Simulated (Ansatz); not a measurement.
# Run report: HfH₂Cl₃OF, nudged elastic band

- system: HfH₂Cl₃OF
- method: RKS PBE-D4/def2-SVP (Ansatz 0.2.0)

One setting was made poor on purpose. It belongs to a series of runs on one base structure; here: band between the two ends.

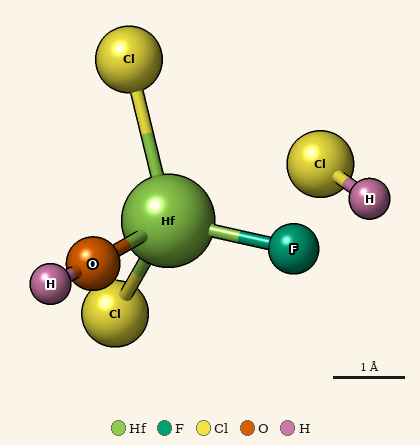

The input geometry (ball-and-stick view, seen at a tilt). Sticks mark near contacts. Bond lengths as drawn: Cl–H 1.31 Å, Cl–Hf 2.37 Å, F–Hf 1.94 Å, Hf–O 1.90 Å and H–O 0.97 Å.

Summary:

- outcome: converged
- barrier, forward: 0.191 eV
- barrier, backward: 0.146 eV
- hardware: 4 threads of Arm Neoverse V2, 24 GiB of memory available, shared host
- wall time: 3.9 min (CPU time 14 min)
- peak memory: 0.19 GiB

Remarks:

A deliberately poor setting: straight start. The order of the saddle point was not checked.

The input:
```yaml
crystal:
  periodic: [false, false, false]
  atoms:
    - { symbol: Hf, position_ang: [-0.060587, -0.125259, -0.040387] }
    - { symbol: F, position_ang: [-0.137327, 0.035541, 1.894995] }
    - { symbol: Cl, position_ang: [2.030243, 0.377879, -1.036296] }
    - { symbol: O, position_ang: [-1.148345, 1.33249, -0.58102] }
    - { symbol: H, position_ang: [-1.688852, 2.052221, -0.930554] }
    - { symbol: Cl, position_ang: [-1.184826, -1.994262, -0.967373] }
    - { symbol: Cl, position_ang: [1.572952, -2.300061, 1.365309] }
    - { symbol: H, position_ang: [1.091043, -1.616948, 2.369826] }
basis:
  gaussian: { orbitals: def2-SVP }
hamiltonian:
  xc: pbe
  dispersion: d4
neb:
  order_check: false
  images: 5
  f_tol: 0.05
  max_iterations: 60
  initial_path: linear
  final_atoms:
    - { symbol: Hf, position_ang: [0.12515413, -0.53055362, -0.22432831] }
    - { symbol: F, position_ang: [0.97978376, 0.35778032, 1.83481546] }
    - { symbol: Cl, position_ang: [2.1583673, 0.24173084, -1.14151865] }
    - { symbol: O, position_ang: [-1.2009687, 0.82003514, -0.08020277] }
    - { symbol: H, position_ang: [-1.87645305, 1.50970329, -0.1222542] }
    - { symbol: Cl, position_ang: [-0.69807394, -1.86951338, -1.97280467] }
    - { symbol: Cl, position_ang: [0.13407285, -2.25957736, 1.51940392] }
    - { symbol: H, position_ang: [0.85241866, -0.50800423, 2.26138923] }
```

Launched with:
```bash
ansatz run input.yaml --threads 4 --pin off --max-ram 5120MiB --backend cpu --events-out ev --progress --plain --runs-dir out
```

What the program printed:
```
Engine: ansatz 0.2.0, aarch64-unknown-linux-gnu
Functional definition: PBE
  parameter kappa = 0.804
  parameter beta = 0.06672455060314922
  exchange = pbe_x(kappa = kappa, mu = beta*pi^2/3)
  correlation = pbe_c(beta = beta)
1306 factors; their error is unknown
mean field evaluation 1: about -43636.7810 eV, gradient 6.9e1 eV
mean field evaluation 2: about -43511.5416 eV, gradient 2.4e2 eV
mean field evaluation 4: about -43644.5676 eV, gradient 1.7e1 eV
mean field evaluation 8: about -43645.1952 eV, gradient 2.6e-1 eV
mean field evaluation 16: about -43645.0952 eV, gradient 1.1e-3 eV
mean field -43645.09521224 eV, -1603.9276653416 hartree, gradient 4.5e-5 eV, S^2 0.000000; 0 other end points of the search recorded, 0 dependent functions left out
the calculation of the forces begins
reference -43645.09529117 eV, -1603.9276682422 hartree; 41, 41 occupied and 83, 83 virtual orbitals, 1306 factors
1306 factors; their error is unknown
mean field evaluation 32: about -43645.0468 eV, gradient 1.2e-2 eV
mean field -43645.04675992 eV, -1603.9258847519 hartree, gradient 6.7e-5 eV, S^2 0.000000; 0 other end points of the search recorded, 0 dependent functions left out
[... from here on the field's lines of each further geometry are left out, up to the last ...]
NEB iter   1: max|band force component| = 1.694e0 eV/Å  barrier→ = 0.5735 eV  barrier← = 0.5284 eV  Δτ_max = 0.2000 Å  (205 SCF iters)
NEB iter   2: max|band force component| = 1.155e0 eV/Å  barrier→ = 0.2554 eV  barrier← = 0.2103 eV  Δτ_max = 0.0958 Å  (182 SCF iters)
NEB iter   3: max|band force component| = 3.159e-1 eV/Å  barrier→ = 0.2112 eV  barrier← = 0.1662 eV  CI = image 4  Δτ_max = 0.0744 Å  (155 SCF iters)
NEB iter   4: max|band force component| = 1.657e-1 eV/Å  barrier→ = 0.2165 eV  barrier← = 0.1715 eV  CI = image 4  Δτ_max = 0.1423 Å  (150 SCF iters)
NEB iter   5: max|band force component| = 3.986e-1 eV/Å  barrier→ = 0.2186 eV  barrier← = 0.1736 eV  CI = image 4  Δτ_max = 0.0729 Å  (162 SCF iters)
NEB iter   6: max|band force component| = 1.044e-1 eV/Å  barrier→ = 0.2183 eV  barrier← = 0.1732 eV  CI = image 4  Δτ_max = 0.0303 Å  (154 SCF iters)
NEB iter   7: max|band force component| = 7.020e-2 eV/Å  barrier→ = 0.2170 eV  barrier← = 0.1719 eV  CI = image 4  Δτ_max = 0.0351 Å  (154 SCF iters)
NEB iter   8: max|band force component| = 5.494e-2 eV/Å  barrier→ = 0.2160 eV  barrier← = 0.1709 eV  CI = image 4  Δτ_max = 0.0465 Å  (156 SCF iters)
NEB iter   9: max|band force component| = 6.394e-2 eV/Å  barrier→ = 0.2145 eV  barrier← = 0.1695 eV  CI = image 4  Δτ_max = 0.0234 Å  (154 SCF iters)
NEB iter  10: max|band force component| = 1.448e-1 eV/Å  barrier→ = 0.2131 eV  barrier← = 0.1681 eV  CI = image 4  Δτ_max = 0.0117 Å  (158 SCF iters)
NEB iter  11: max|band force component| = 3.327e-2 eV/Å  barrier→ = 0.2124 eV  barrier← = 0.1673 eV  CI = image 4  Δτ_max = 0.0234 Å  (159 SCF iters)
NEB iter  12: max|band force component| = 4.472e-2 eV/Å  barrier→ = 0.2108 eV  barrier← = 0.1658 eV  CI = image 4  Δτ_max = 0.0467 Å  (31 SCF iters)
NEB iter  13: max|band force component| = 1.539e-1 eV/Å  barrier→ = 0.2081 eV  barrier← = 0.1630 eV  CI = image 4  Δτ_max = 0.0893 Å  (30 SCF iters)
NEB iter  14: max|band force component| = 4.325e-2 eV/Å  barrier→ = 0.2051 eV  barrier← = 0.1601 eV  CI = image 4  Δτ_max = 0.0747 Å  (154 SCF iters)
NEB iter  15: max|band force component| = 2.027e-1 eV/Å  barrier→ = 0.2017 eV  barrier← = 0.1567 eV  CI = image 4  Δτ_max = 0.0935 Å  (31 SCF iters)
NEB iter  16: max|band force component| = 1.423e-1 eV/Å  barrier→ = 0.1998 eV  barrier← = 0.1547 eV  CI = image 4  Δτ_max = 0.0936 Å  (153 SCF iters)
NEB iter  17: max|band force component| = 2.363e-1 eV/Å  barrier→ = 0.1996 eV  barrier← = 0.1546 eV  CI = image 4  Δτ_max = 0.0472 Å  (158 SCF iters)
NEB iter  18: max|band force component| = 6.389e-2 eV/Å  barrier→ = 0.1960 eV  barrier← = 0.1510 eV  CI = image 4  Δτ_max = 0.0931 Å  (151 SCF iters)
NEB iter  19: max|band force component| = 1.203e-1 eV/Å  barrier→ = 0.1952 eV  barrier← = 0.1501 eV  CI = image 4  Δτ_max = 0.0469 Å  (153 SCF iters)
NEB iter  20: max|band force component| = 4.081e-2 eV/Å  barrier→ = 0.1941 eV  barrier← = 0.1491 eV  CI = image 4  Δτ_max = 0.0308 Å  (151 SCF iters)
NEB iter  21: max|band force component| = 8.070e-2 eV/Å  barrier→ = 0.1935 eV  barrier← = 0.1484 eV  CI = image 4  Δτ_max = 0.0760 Å  (32 SCF iters)
NEB iter  22: max|band force component| = 6.235e-2 eV/Å  barrier→ = 0.1929 eV  barrier← = 0.1479 eV  CI = image 4  Δτ_max = 0.0345 Å  (155 SCF iters)
NEB iter  23: max|band force component| = 4.154e-2 eV/Å  barrier→ = 0.1924 eV  barrier← = 0.1474 eV  CI = image 4  Δτ_max = 0.0301 Å  (155 SCF iters)
NEB iter  24: max|band force component| = 1.231e-1 eV/Å  barrier→ = 0.1918 eV  barrier← = 0.1467 eV  CI = image 4  Δτ_max = 0.0938 Å  (32 SCF iters)
NEB iter  25: max|band force component| = 1.918e-1 eV/Å  barrier→ = 0.1914 eV  barrier← = 0.1464 eV  CI = image 4  Δτ_max = 0.0467 Å  (161 SCF iters)
NEB iter  26: max|band force component| = 1.220e-1 eV/Å  barrier→ = 0.1915 eV  barrier← = 0.1464 eV  CI = image 4  Δτ_max = 0.0235 Å  (155 SCF iters)
NEB iter  27: max|band force component| = 4.720e-2 eV/Å  barrier→ = 0.1910 eV  barrier← = 0.1459 eV  CI = image 4  Δτ_max = 0.0106 Å  (368 SCF iters)
NEB iter  28: max|band force component| = 8.303e-2 eV/Å  barrier→ = 0.1910 eV  barrier← = 0.1459 eV  CI = image 4  Δτ_max = 0.0256 Å  (33 SCF iters)
NEB iter  29: max|band force component| = 6.981e-2 eV/Å  barrier→ = 0.1909 eV  barrier← = 0.1459 eV  CI = image 4  Δτ_max = 0.0471 Å  (162 SCF iters)
NEB iter  30: max|band force component| = 1.132e-1 eV/Å  barrier→ = 0.1909 eV  barrier← = 0.1459 eV  CI = image 4  Δτ_max = 0.0233 Å  (161 SCF iters)
the calculation of the forces begins
reference -43644.96071990 eV, -1603.9227228393 hartree; 41, 41 occupied and 83, 83 virtual orbitals, 1306 factors
1306 factors; their error is unknown
mean field evaluation 1248: about -43644.9007 eV, gradient 1.6e-2 eV
mean field -43644.90070479 eV, -1603.9205173249 hartree, gradient 1.2e-5 eV, S^2 0.000000; 1 other end points of the search recorded, 0 dependent functions left out
the calculation of the forces begins
reference -43644.90078536 eV, -1603.9205202856 hartree; 41, 41 occupied and 83, 83 virtual orbitals, 1306 factors
NEB iter  31: max|band force component| = 3.065e-2 eV/Å  barrier→ = 0.1909 eV  barrier← = 0.1459 eV  CI = image 4  Δτ_max = 0.0000 Å  (425 SCF iters)
```

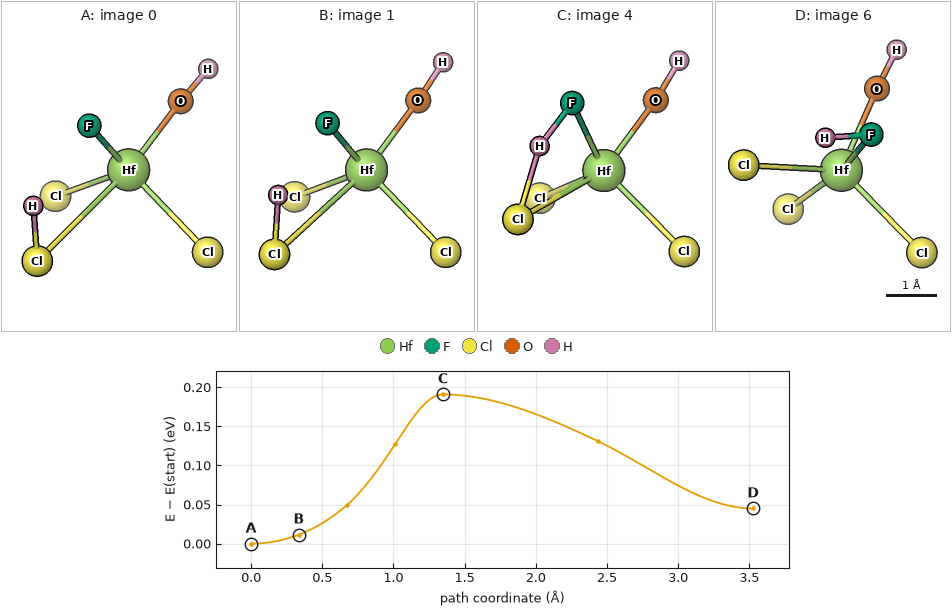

Images of the last band (counted from 0; ball-and-stick, seen at a tilt) above the energy along the path; the line is a cubic interpolation that uses the forces. The highest image is number 4, 0.191 eV above the start and 0.146 eV above the end (the climbing image); the end lies 0.045 eV above the start. The path is 3.53 Å long. The band converged in 31 iterations.

```
Total energy: -43645.14005460 eV, -1603.9293132681 hartree
Atom 0 at     0.148803    -0.346366    -0.127284 Å, force     0.001954    -0.000920    -0.001016 eV/Å
Atom 1 at    -0.130839    -0.148609     1.990951 Å, force     0.000683    -0.002256     0.002044 eV/Å
Atom 2 at     1.990148     0.606888    -1.234623 Å, force    -0.000112    -0.000197    -0.000413 eV/Å
Atom 3 at    -1.163148     1.015430    -0.318507 Å, force    -0.001338    -0.000844    -0.001827 eV/Å
Atom 4 at    -1.845432     1.699491    -0.280222 Å, force     0.000907     0.001105     0.001426 eV/Å
Atom 5 at    -0.793513    -2.078423    -1.408500 Å, force    -0.000105     0.000283     0.000350 eV/Å
Atom 6 at     1.609313    -1.987261     1.348242 Å, force     0.001694    -0.000506    -0.001583 eV/Å
Atom 7 at     0.658969    -0.999549     2.104443 Å, force    -0.003683     0.003334     0.001021 eV/Å
Dipole moment:    -0.406873     0.400533     0.294047 e Å
this run last wrote the band of iteration 31 to [file]; this run last wrote the band within `neb.f_tol` of iteration 27 to [file]
```

The last band as extended XYZ (Å, eV, eV/Å):
```
8
Properties=species:S:1:pos:R:3:forces:R:3 image=0 energy=-43645.33091
Hf   -0.0606   -0.1253   -0.0404    0.0037  -0.0048  -0.0022
F    -0.1373    0.0355    1.8950   -0.0012   0.0015   0.0043
Cl    2.0302    0.3779   -1.0363   -0.0010   0.0003   0.0003
O    -1.1483    1.3325   -0.5810    0.0028  -0.0036   0.0006
H    -1.6889    2.0522   -0.9306   -0.0045   0.0063  -0.0024
Cl   -1.1848   -1.9943   -0.9674   -0.0003   0.0004   0.0001
Cl    1.5730   -2.3001    1.3653   -0.0005   0.0009   0.0007
H     1.0910   -1.6169    2.3698    0.0009  -0.0011  -0.0015
8
Properties=species:S:1:pos:R:3:forces:R:3 image=1 energy=-43645.31921
Hf   -0.0199   -0.1716   -0.0772   -0.0278  -0.0025   0.0073
F    -0.1817   -0.0186    1.8666    0.0131   0.0108   0.0091
Cl    2.0668    0.4052   -1.0358    0.0045   0.0094   0.0204
O    -1.1386    1.2741   -0.5783   -0.0068   0.0109  -0.0157
H    -1.7185    2.0293   -0.7388   -0.0073   0.0073  -0.0367
Cl   -1.0663   -2.0423   -1.0827   -0.0105   0.0077   0.0104
Cl    1.5718   -2.2545    1.4349    0.0199  -0.0071  -0.0166
H     0.9608   -1.4600    2.2857    0.0148  -0.0366   0.0219
8
Properties=species:S:1:pos:R:3:forces:R:3 image=2 energy=-43645.28148
Hf    0.0325   -0.2162   -0.1007   -0.0323   0.0318  -0.0069
F    -0.2083   -0.0398    1.8549   -0.0051   0.0093  -0.0193
Cl    2.0905    0.4507   -1.0575    0.0014   0.0121   0.0454
O    -1.1312    1.2082   -0.5595   -0.0209   0.0290  -0.0257
H    -1.7608    1.9403   -0.5275   -0.0202   0.0309  -0.0633
Cl   -0.9407   -2.0624   -1.2148   -0.0168  -0.0025   0.0421
Cl    1.5551   -2.1805    1.4698    0.0296  -0.0275  -0.0034
H     0.8372   -1.3388    2.2099    0.0642  -0.0831   0.0311
8
Properties=species:S:1:pos:R:3:forces:R:3 image=3 energy=-43645.20401
Hf    0.0905   -0.2780   -0.1030   -0.0572   0.0600   0.0172
F    -0.1975   -0.0944    1.9008   -0.0278   0.0318  -0.0754
Cl    2.0590    0.5313   -1.1234    0.0034   0.0052   0.0599
O    -1.1450    1.1150   -0.4450   -0.0393   0.0506  -0.0632
H    -1.8026    1.8200   -0.3867   -0.0393   0.0498  -0.0529
Cl   -0.8313   -2.0642   -1.3428   -0.0092  -0.0053   0.0642
Cl    1.5602   -2.0810    1.4508    0.0313  -0.0358   0.0511
H     0.7410   -1.1872    2.1239    0.1382  -0.1564  -0.0008
8
Properties=species:S:1:pos:R:3:forces:R:3 image=4 energy=-43645.13997
Hf    0.1488   -0.3464   -0.1273    0.0020  -0.0009  -0.0010
F    -0.1308   -0.1486    1.9910    0.0007  -0.0023   0.0020
Cl    1.9901    0.6069   -1.2346   -0.0001  -0.0002  -0.0004
O    -1.1631    1.0154   -0.3185   -0.0013  -0.0008  -0.0018
H    -1.8454    1.6995   -0.2802    0.0009   0.0011   0.0014
Cl   -0.7935   -2.0784   -1.4085   -0.0001   0.0003   0.0003
Cl    1.6093   -1.9873    1.3482    0.0017  -0.0005  -0.0016
H     0.6590   -0.9995    2.1044   -0.0037   0.0033   0.0010
8
Properties=species:S:1:pos:R:3:forces:R:3 image=5 energy=-43645.19995
Hf    0.1624   -0.4565   -0.2173    0.0330  -0.0255  -0.0276
F     0.3337    0.2537    1.9745    0.0366   0.0407   0.0156
Cl    1.9664    0.6422   -1.2378   -0.0071   0.0128  -0.0014
O    -1.2965    0.7698   -0.1906   -0.0102  -0.0089   0.0209
H    -1.9883    1.4075    0.0327   -0.0052  -0.0211   0.0029
Cl   -0.6497   -2.0355   -1.7603    0.0072   0.0059  -0.0222
Cl    1.1686   -2.1943    1.2870   -0.0470  -0.0350  -0.0061
H     0.7778   -0.6252    2.1863   -0.0073   0.0310   0.0180
8
Properties=species:S:1:pos:R:3:forces:R:3 image=6 energy=-43645.28585
Hf    0.1420   -0.4885   -0.2414    0.0251  -0.0096   0.0179
F     0.9340    0.4693    1.8116    0.0008   0.0050  -0.0044
Cl    1.8950    0.7436   -1.2318   -0.0041   0.0007   0.0042
O    -1.4261    0.5373    0.0619   -0.0144   0.0077   0.0043
H    -2.2335    1.0667    0.1014    0.0020   0.0014  -0.0022
Cl   -0.5018   -1.8931   -2.0134   -0.0027  -0.0055  -0.0026
Cl    0.6411   -2.2518    1.3932   -0.0016   0.0081  -0.0064
H     1.0236   -0.4219    2.1931   -0.0053  -0.0079  -0.0108
```
